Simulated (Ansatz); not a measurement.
## Geometry relaxation, with input and output: CH₆Cl₂InP (part 3 of 3)

The same run, continued: CH₆Cl₂InP, SMILES [CH3][In-]([PH3+])([Cl])[Cl]; RKS PBE0-D4/def2-TZVP (Ansatz 0.2.0). The geometry: PBE-D4/def2-SVP start.

Geometry of the input (Å):
```
C  -2.0461  0.2980  0.7769
In -0.6019  0.3298  -0.8322
P  1.9263  -0.4956  0.1756
Cl -0.5012  -1.3830  -2.5032
Cl 0.3723  2.3621  -1.6423
H  -2.8713  -0.3863  0.5055
H  -2.4332  1.3219  0.9326
H  -1.5484  -0.0605  1.6981
H  2.3142  -0.8714  1.5037
H  2.9731  0.4439  -0.0771
H  2.4817  -1.6157  -0.5169
```

**Trajectory as extended XYZ, continued**
```
11
Properties=species:S:1:pos:R:3:forces:R:3 step=37 energy=-40634.52795 accepted=F
C    -2.0836    0.1728    0.7220   -0.0400   0.0014   0.0292
In   -0.5301    0.4021   -0.7227   -0.0010   0.0009   0.0035
P     1.9239   -0.4953    0.1395    0.0024   0.0041   0.0058
Cl   -0.3518   -1.0223   -2.5970    0.0008  -0.0035  -0.0055
Cl    0.4604    2.5020   -1.1617   -0.0008  -0.0077   0.0021
H    -2.9387   -0.3167    0.2531    0.0476   0.0268   0.0282
H    -2.3769    1.1554    1.0943    0.0144  -0.0559  -0.0154
H    -1.7295   -0.4407    1.5525   -0.0221   0.0298  -0.0415
H     2.6229    0.1151    1.2014    0.0022  -0.0022  -0.0013
H     2.8560   -0.2847   -0.8927    0.0040   0.0000  -0.0029
H     2.2129   -1.8447    0.4318   -0.0075   0.0062  -0.0022
11
Properties=species:S:1:pos:R:3:forces:R:3 step=39 energy=-40634.52791 accepted=F
C    -2.0826    0.1724    0.7216   -0.0668  -0.0097   0.0704
In   -0.5308    0.3988   -0.7249    0.0061  -0.0008   0.0007
P     1.9259   -0.4816    0.1425   -0.0127  -0.0007   0.0081
Cl   -0.3389   -1.0538   -2.5779    0.0001   0.0061   0.0008
Cl    0.4427    2.5014   -1.1856   -0.0021  -0.0055  -0.0043
H    -2.9642   -0.2498    0.2331    0.0830   0.0452   0.0596
H    -2.3253    1.1482    1.1490    0.0222  -0.1130  -0.0419
H    -1.7532   -0.5044    1.5149   -0.0454   0.0762  -0.0868
H     2.6295    0.1216    1.2051    0.0048   0.0026   0.0045
H     2.8585   -0.2764   -0.8898    0.0106   0.0011  -0.0105
H     2.2038   -1.8334    0.4325    0.0002  -0.0014  -0.0005
11
Properties=species:S:1:pos:R:3:forces:R:3 step=40 energy=-40634.52820
C    -2.0846    0.1733    0.7227    0.0134   0.0035  -0.0108
In   -0.5284    0.4071   -0.7181    0.0007  -0.0012  -0.0052
P     1.9259   -0.4902    0.1404   -0.0056   0.0116   0.0044
Cl   -0.3355   -1.0316   -2.5815   -0.0020  -0.0034  -0.0049
Cl    0.4458    2.5097   -1.1767   -0.0008  -0.0084   0.0051
H    -2.9421   -0.3002    0.2470   -0.0144  -0.0060  -0.0106
H    -2.3684    1.1506    1.1091   -0.0058   0.0187   0.0087
H    -1.7387   -0.4553    1.5424    0.0078  -0.0133   0.0146
H     2.6339    0.1086    1.2028    0.0065  -0.0010   0.0029
H     2.8569   -0.2855   -0.8939    0.0042   0.0008  -0.0039
H     2.2006   -1.8435    0.4263   -0.0039  -0.0013  -0.0003
11
Properties=species:S:1:pos:R:3:forces:R:3 step=42 energy=-40634.52848
C    -2.0862    0.1727    0.7231   -0.0274  -0.0047   0.0264
In   -0.5312    0.4029   -0.7195    0.0123  -0.0059  -0.0031
P     1.9280   -0.4768    0.1435   -0.0103   0.0015   0.0050
Cl   -0.3206   -1.0591   -2.5640   -0.0057  -0.0006  -0.0025
Cl    0.4351    2.5033   -1.2001   -0.0049   0.0016   0.0008
H    -2.9688   -0.2385    0.2311    0.0382   0.0228   0.0267
H    -2.3226    1.1441    1.1587    0.0068  -0.0474  -0.0159
H    -1.7632   -0.5124    1.5090   -0.0184   0.0329  -0.0385
H     2.6417    0.1134    1.2070    0.0044   0.0012   0.0041
H     2.8583   -0.2739   -0.8917    0.0025   0.0020  -0.0051
H     2.1950   -1.8327    0.4233    0.0023  -0.0035   0.0020
11
Properties=species:S:1:pos:R:3:forces:R:3 step=44 energy=-40634.52897
C    -2.0834    0.1712    0.7218   -0.0009   0.0083   0.0223
In   -0.5294    0.3957   -0.7228   -0.0095  -0.0030  -0.0081
P     1.9300   -0.4722    0.1471    0.0007  -0.0015   0.0036
Cl   -0.3326   -1.0727   -2.5636    0.0033   0.0019   0.0037
Cl    0.4254    2.4985   -1.2154    0.0021  -0.0002   0.0008
H    -2.9824   -0.1893    0.2220    0.0095   0.0051   0.0068
H    -2.2830    1.1332    1.1934    0.0043  -0.0229  -0.0104
H    -1.7818   -0.5525    1.4798   -0.0098   0.0098  -0.0154
H     2.6370    0.1253    1.2112   -0.0007   0.0002  -0.0015
H     2.8630   -0.2680   -0.8858    0.0013   0.0001  -0.0015
H     2.2027   -1.8260    0.4329   -0.0002   0.0022  -0.0002
11
Properties=species:S:1:pos:R:3:forces:R:3 step=46 energy=-40634.52924
C    -2.0821    0.1701    0.7219   -0.0050   0.0074   0.0131
In   -0.5313    0.3899   -0.7269   -0.0077  -0.0025  -0.0018
P     1.9296   -0.4686    0.1483    0.0051  -0.0044   0.0038
Cl   -0.3342   -1.0818   -2.5646    0.0025   0.0026   0.0052
Cl    0.4240    2.4919   -1.2227    0.0015   0.0027  -0.0014
H    -2.9923   -0.1560    0.2189    0.0066   0.0029   0.0066
H    -2.2563    1.1250    1.2169    0.0054  -0.0150  -0.0097
H    -1.7954   -0.5785    1.4609   -0.0050   0.0036  -0.0119
H     2.6323    0.1354    1.2118   -0.0030  -0.0009  -0.0041
H     2.8641   -0.2641   -0.8834   -0.0012  -0.0010   0.0010
H     2.2071   -1.8204    0.4394    0.0007   0.0045  -0.0007
11
Properties=species:S:1:pos:R:3:forces:R:3 step=47 energy=-40634.52849 accepted=F
C    -2.0795    0.1672    0.7219   -0.1204  -0.0085   0.0854
In   -0.5358    0.3772   -0.7360   -0.0023   0.0002   0.0032
P     1.9286   -0.4622    0.1513    0.0179  -0.0015   0.0104
Cl   -0.3367   -1.1041   -2.5643   -0.0001  -0.0003   0.0015
Cl    0.4181    2.4773   -1.2445    0.0001   0.0009  -0.0010
H    -3.0197   -0.0663    0.2107    0.1584   0.0390   0.1028
H    -2.1847    1.1026    1.2802    0.0135  -0.1590  -0.0866
H    -1.8321   -0.6489    1.4086   -0.0518   0.1260  -0.1063
H     2.6178    0.1633    1.2118   -0.0059  -0.0076  -0.0128
H     2.8658   -0.2559   -0.8780   -0.0057  -0.0025   0.0061
H     2.2236   -1.8072    0.4589   -0.0039   0.0134  -0.0027
11
Properties=species:S:1:pos:R:3:forces:R:3 step=49 energy=-40634.52931
C    -2.0825    0.1701    0.7222    0.0040   0.0012  -0.0040
In   -0.5331    0.3904   -0.7278    0.0029  -0.0016   0.0009
P     1.9291   -0.4692    0.1481   -0.0029   0.0035   0.0020
Cl   -0.3305   -1.0830   -2.5629   -0.0005  -0.0008  -0.0015
Cl    0.4238    2.4918   -1.2242   -0.0014  -0.0013   0.0000
H    -2.9946   -0.1500    0.2198   -0.0061  -0.0001  -0.0027
H    -2.2516    1.1230    1.2211    0.0003   0.0066   0.0045
H    -1.7979   -0.5830    1.4566    0.0017  -0.0066   0.0011
H     2.6306    0.1375    1.2106    0.0018  -0.0004  -0.0009
H     2.8632   -0.2645   -0.8839   -0.0004  -0.0009   0.0006
H     2.2089   -1.8199    0.4410    0.0005   0.0005   0.0000
11
Properties=species:S:1:pos:R:3:forces:R:3 step=51 energy=-40634.52941 accepted=F
C    -2.0811    0.1665    0.7210   -0.0748  -0.0043   0.0709
In   -0.5369    0.3770   -0.7356    0.0013   0.0010  -0.0026
P     1.9294   -0.4595    0.1530    0.0070   0.0007   0.0084
Cl   -0.3304   -1.1091   -2.5593   -0.0006  -0.0023  -0.0013
Cl    0.4127    2.4777   -1.2489    0.0007   0.0009  -0.0008
H    -3.0251   -0.0444    0.2110    0.1102   0.0269   0.0678
H    -2.1698    1.0930    1.2943    0.0059  -0.1236  -0.0642
H    -1.8433   -0.6642    1.3912   -0.0414   0.0976  -0.0709
H     2.6232    0.1694    1.2080   -0.0027  -0.0036  -0.0071
H     2.8635   -0.2600   -0.8802   -0.0022  -0.0016   0.0024
H     2.2231   -1.8033    0.4660   -0.0033   0.0083  -0.0027
11
Properties=species:S:1:pos:R:3:forces:R:3 step=53 energy=-40634.53014
C    -2.0808    0.1659    0.7212   -0.0171  -0.0052   0.0140
In   -0.5363    0.3774   -0.7352    0.0011   0.0016   0.0014
P     1.9299   -0.4568    0.1538    0.0028  -0.0061   0.0009
Cl   -0.3313   -1.1085   -2.5595    0.0012   0.0005   0.0034
Cl    0.4131    2.4785   -1.2475   -0.0007   0.0026  -0.0028
H    -3.0209   -0.0479    0.2114    0.0251   0.0089   0.0183
H    -2.1730    1.0905    1.2910    0.0020  -0.0297  -0.0133
H    -1.8443   -0.6605    1.3928   -0.0111   0.0242  -0.0199
H     2.6285    0.1684    1.2075   -0.0035   0.0001  -0.0025
H     2.8632   -0.2621   -0.8808   -0.0008  -0.0003   0.0004
H     2.2173   -1.8019    0.4658    0.0011   0.0035   0.0001
11
Properties=species:S:1:pos:R:3:forces:R:3 step=55 energy=-40634.53028
C    -2.0828    0.1628    0.7220   -0.0455  -0.0087   0.0351
In   -0.5405    0.3733   -0.7368    0.0228  -0.0075   0.0053
P     1.9315   -0.4469    0.1488   -0.0061  -0.0069   0.0188
Cl   -0.3196   -1.1287   -2.5459   -0.0100  -0.0035  -0.0096
Cl    0.4120    2.4694   -1.2626   -0.0097   0.0114  -0.0051
H    -3.0371    0.0222    0.2104    0.0603   0.0135   0.0376
H    -2.1262    1.0610    1.3399   -0.0004  -0.0564  -0.0354
H    -1.8837   -0.7089    1.3487   -0.0127   0.0561  -0.0448
H     2.6225    0.1902    1.2002    0.0051  -0.0023  -0.0003
H     2.8717   -0.2631   -0.8817   -0.0099   0.0028  -0.0028
H     2.2174   -1.7883    0.4775    0.0061   0.0015   0.0011
11
Properties=species:S:1:pos:R:3:forces:R:3 step=56 energy=-40634.53088
C    -2.0793    0.1621    0.7200   -0.0264  -0.0025   0.0296
In   -0.5379    0.3711   -0.7400   -0.0008  -0.0080   0.0012
P     1.9302   -0.4463    0.1564    0.0046  -0.0070   0.0058
Cl   -0.3264   -1.1324   -2.5500   -0.0007   0.0063   0.0069
Cl    0.4050    2.4704   -1.2702   -0.0030   0.0036  -0.0038
H    -3.0362    0.0388    0.2111    0.0319   0.0077   0.0156
H    -2.1114    1.0522    1.3488    0.0022  -0.0281  -0.0240
H    -1.8891   -0.7179    1.3360   -0.0046   0.0249  -0.0271
H     2.6257    0.1921    1.2043   -0.0028   0.0005  -0.0043
H     2.8638   -0.2598   -0.8797   -0.0019  -0.0014   0.0027
H     2.2210   -1.7871    0.4837    0.0017   0.0040  -0.0025
11
Properties=species:S:1:pos:R:3:forces:R:3 step=58 energy=-40634.53143
C    -2.0776    0.1576    0.7207   -0.0357  -0.0105   0.0089
In   -0.5399    0.3612   -0.7446   -0.0054   0.0094   0.0035
P     1.9322   -0.4359    0.1645   -0.0021   0.0040  -0.0073
Cl   -0.3225   -1.1579   -2.5390    0.0034  -0.0054  -0.0022
Cl    0.3783    2.4639   -1.3042    0.0016  -0.0053   0.0019
H    -3.0457    0.1550    0.2142    0.0779  -0.0011   0.0608
H    -2.0301    0.9964    1.4173   -0.0136  -0.0755  -0.0383
H    -1.9497   -0.7859    1.2559   -0.0279   0.0850  -0.0308
H     2.6268    0.2203    1.2016   -0.0002   0.0006   0.0031
H     2.8642   -0.2611   -0.8747    0.0029   0.0018  -0.0033
H     2.2293   -1.7706    0.5089   -0.0010  -0.0030   0.0037
11
Properties=species:S:1:pos:R:3:forces:R:3 step=60 energy=-40634.53197
C    -2.0780    0.1576    0.7195   -0.0011  -0.0001   0.0010
In   -0.5402    0.3606   -0.7445    0.0014   0.0001  -0.0008
P     1.9325   -0.4345    0.1626   -0.0004   0.0002   0.0005
Cl   -0.3197   -1.1619   -2.5365    0.0003  -0.0002   0.0009
Cl    0.3822    2.4612   -1.3040   -0.0006  -0.0011  -0.0002
H    -3.0455    0.1613    0.2180   -0.0001   0.0021   0.0008
H    -2.0289    0.9897    1.4207    0.0015  -0.0014   0.0004
H    -1.9575   -0.7852    1.2524   -0.0009  -0.0008  -0.0021
H     2.6256    0.2217    1.2008   -0.0001   0.0005  -0.0005
H     2.8649   -0.2584   -0.8762    0.0001   0.0001   0.0002
H     2.2299   -1.7691    0.5078   -0.0001   0.0006  -0.0001
11
Properties=species:S:1:pos:R:3:forces:R:3 step=62 energy=-40634.53223
C    -2.0772    0.1563    0.7185   -0.0059  -0.0022   0.0079
In   -0.5402    0.3566   -0.7463   -0.0044   0.0005  -0.0023
P     1.9328   -0.4304    0.1659    0.0040  -0.0001  -0.0032
Cl   -0.3183   -1.1728   -2.5324    0.0024   0.0013   0.0031
Cl    0.3758    2.4576   -1.3144    0.0013  -0.0023  -0.0001
H    -3.0466    0.2014    0.2223    0.0041   0.0022   0.0010
H    -2.0024    0.9667    1.4425    0.0016  -0.0025  -0.0026
H    -1.9814   -0.8042    1.2244   -0.0010   0.0016  -0.0041
H     2.6265    0.2308    1.2005   -0.0021   0.0007  -0.0008
H     2.8627   -0.2557   -0.8754    0.0015  -0.0009   0.0016
H     2.2338   -1.7633    0.5149   -0.0014   0.0017  -0.0005
11
Properties=species:S:1:pos:R:3:forces:R:3 step=63 energy=-40634.53055 accepted=F
C    -2.0813    0.1530    0.7203   -0.1247  -0.0173   0.1013
In   -0.5458    0.3475   -0.7464    0.0279  -0.0024  -0.0147
P     1.9364   -0.4182    0.1597   -0.0046  -0.0038   0.0214
Cl   -0.3024   -1.1972   -2.5164   -0.0117  -0.0072  -0.0080
Cl    0.3699    2.4424   -1.3367   -0.0072   0.0112  -0.0001
H    -3.0539    0.2955    0.2355    0.1803  -0.0274   0.1055
H    -1.9458    0.9130    1.4968   -0.0371  -0.1416  -0.1305
H    -2.0429   -0.8486    1.1623   -0.0202   0.1858  -0.0720
H     2.6189    0.2557    1.1938    0.0054  -0.0059  -0.0017
H     2.8762   -0.2532   -0.8743   -0.0125   0.0039  -0.0029
H     2.2362   -1.7469    0.5258    0.0045   0.0047   0.0017
11
Properties=species:S:1:pos:R:3:forces:R:3 step=65 energy=-40634.53253
C    -2.0790    0.1534    0.7196   -0.0274  -0.0068   0.0211
In   -0.5431    0.3493   -0.7470    0.0050   0.0009  -0.0117
P     1.9348   -0.4224    0.1652    0.0009   0.0027   0.0070
Cl   -0.3091   -1.1900   -2.5229   -0.0042  -0.0065  -0.0020
Cl    0.3668    2.4467   -1.3374   -0.0015   0.0023   0.0048
H    -3.0489    0.2787    0.2352    0.0456  -0.0038   0.0248
H    -1.9546    0.9197    1.4853   -0.0089  -0.0321  -0.0262
H    -2.0312   -0.8382    1.1717   -0.0064   0.0425  -0.0167
H     2.6214    0.2500    1.1974    0.0021  -0.0025  -0.0005
H     2.8689   -0.2529   -0.8731   -0.0043   0.0014  -0.0012
H     2.2393   -1.7512    0.5265   -0.0008   0.0019   0.0007
11
Properties=species:S:1:pos:R:3:forces:R:3 step=67 energy=-40634.53272
C    -2.0764    0.1530    0.7181   -0.0172  -0.0038   0.0118
In   -0.5426    0.3486   -0.7512   -0.0023   0.0009   0.0048
P     1.9334   -0.4208    0.1690    0.0020   0.0022  -0.0026
Cl   -0.3102   -1.1975   -2.5213    0.0005   0.0006  -0.0007
Cl    0.3621    2.4493   -1.3382   -0.0001  -0.0052   0.0002
H    -3.0455    0.2909    0.2374    0.0200  -0.0004   0.0119
H    -1.9448    0.9110    1.4901   -0.0023  -0.0153  -0.0155
H    -2.0372   -0.8421    1.1617   -0.0004   0.0202  -0.0108
H     2.6238    0.2514    1.1988   -0.0004   0.0003  -0.0006
H     2.8635   -0.2511   -0.8729    0.0020  -0.0005   0.0017
H     2.2393   -1.7496    0.5290   -0.0018   0.0011  -0.0003
11
Properties=species:S:1:pos:R:3:forces:R:3 step=69 energy=-40634.53289
C    -2.0767    0.1506    0.7173   -0.0277  -0.0022   0.0244
In   -0.5444    0.3418   -0.7537    0.0001  -0.0009   0.0022
P     1.9351   -0.4120    0.1711   -0.0014  -0.0035  -0.0036
Cl   -0.3084   -1.2148   -2.5141    0.0016   0.0015   0.0006
Cl    0.3551    2.4408   -1.3529    0.0003   0.0019  -0.0027
H    -3.0425    0.3500    0.2502    0.0375  -0.0065   0.0202
H    -1.9082    0.8705    1.5189   -0.0089  -0.0301  -0.0294
H    -2.0766   -0.8634    1.1189   -0.0020   0.0386  -0.0134
H     2.6243    0.2646    1.1987   -0.0019   0.0017   0.0007
H     2.8663   -0.2460   -0.8705    0.0007   0.0000   0.0001
H     2.2413   -1.7391    0.5365    0.0017  -0.0005   0.0010
11
Properties=species:S:1:pos:R:3:forces:R:3 step=71 energy=-40634.53301
C    -2.0764    0.1500    0.7178    0.0017   0.0003  -0.0012
In   -0.5449    0.3407   -0.7544   -0.0001  -0.0006   0.0015
P     1.9349   -0.4126    0.1704    0.0002   0.0005  -0.0003
Cl   -0.3093   -1.2149   -2.5156    0.0002  -0.0003  -0.0003
Cl    0.3540    2.4394   -1.3560    0.0002   0.0001  -0.0002
H    -3.0401    0.3594    0.2539   -0.0005   0.0007   0.0001
H    -1.9023    0.8624    1.5232    0.0004  -0.0007   0.0007
H    -2.0828   -0.8655    1.1122   -0.0009  -0.0003  -0.0002
H     2.6200    0.2688    1.1977   -0.0006   0.0005   0.0001
H     2.8681   -0.2469   -0.8694   -0.0007  -0.0002  -0.0002
H     2.2441   -1.7378    0.5406    0.0000   0.0000   0.0001
11
Properties=species:S:1:pos:R:3:forces:R:3 step=72 energy=-40634.53306
C    -2.0759    0.1490    0.7179   -0.0024   0.0012  -0.0004
In   -0.5455    0.3383   -0.7557    0.0006  -0.0008   0.0016
P     1.9347   -0.4104    0.1710    0.0015   0.0006   0.0008
Cl   -0.3083   -1.2200   -2.5142   -0.0007  -0.0009  -0.0005
Cl    0.3519    2.4363   -1.3622   -0.0004   0.0000   0.0006
H    -3.0374    0.3812    0.2598    0.0042  -0.0013   0.0040
H    -1.8885    0.8461    1.5339   -0.0008  -0.0043  -0.0035
H    -2.0975   -0.8725    1.0966   -0.0007   0.0051  -0.0021
H     2.6176    0.2749    1.1971   -0.0002   0.0001  -0.0004
H     2.8683   -0.2457   -0.8685   -0.0008  -0.0001   0.0000
H     2.2459   -1.7341    0.5449   -0.0004   0.0003  -0.0001
11
Properties=species:S:1:pos:R:3:forces:R:3 step=74 energy=-40634.53310
C    -2.0759    0.1479    0.7175   -0.0024   0.0010   0.0002
In   -0.5461    0.3352   -0.7569    0.0005  -0.0003   0.0013
P     1.9351   -0.4080    0.1713    0.0006  -0.0016   0.0018
Cl   -0.3093   -1.2250   -2.5137   -0.0003  -0.0002   0.0000
Cl    0.3512    2.4329   -1.3650   -0.0005   0.0013  -0.0005
H    -3.0350    0.4010    0.2654    0.0049  -0.0016   0.0032
H    -1.8763    0.8308    1.5426   -0.0011  -0.0040  -0.0032
H    -2.1116   -0.8783    1.0819   -0.0009   0.0047  -0.0015
H     2.6161    0.2818    1.1957   -0.0005  -0.0003  -0.0012
H     2.8692   -0.2453   -0.8681   -0.0011   0.0001   0.0001
H     2.2480   -1.7300    0.5498    0.0007   0.0010   0.0000
11
Properties=species:S:1:pos:R:3:forces:R:3 step=76 energy=-40634.53312
C    -2.0760    0.1470    0.7170   -0.0022   0.0001   0.0012
In   -0.5465    0.3325   -0.7577    0.0002   0.0005   0.0015
P     1.9352   -0.4064    0.1726    0.0014  -0.0024   0.0000
Cl   -0.3100   -1.2286   -2.5136    0.0004   0.0002   0.0009
Cl    0.3508    2.4301   -1.3671   -0.0004   0.0009  -0.0006
H    -3.0324    0.4180    0.2699    0.0032  -0.0013   0.0027
H    -1.8663    0.8171    1.5501   -0.0010  -0.0036  -0.0035
H    -2.1243   -0.8831    1.0690   -0.0006   0.0047  -0.0014
H     2.6161    0.2884    1.1936   -0.0014   0.0000  -0.0010
H     2.8677   -0.2455   -0.8686   -0.0001  -0.0002   0.0004
H     2.2510   -1.7264    0.5553    0.0006   0.0011  -0.0001
```

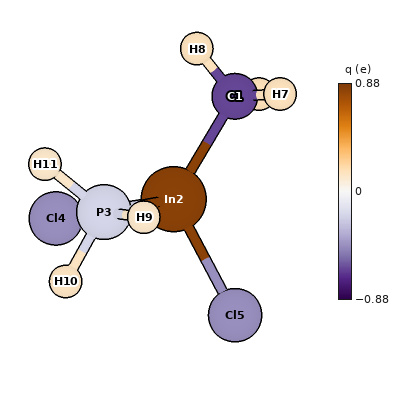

Fig. 1: Mulliken charges, as the colour of each atom (ball-and-stick view, seen at a tilt; atoms are numbered from 1 in the order of the input). By element: C −0.63, In +0.84, P −0.19, Cl −0.44 and H +0.12 to +0.16 e.
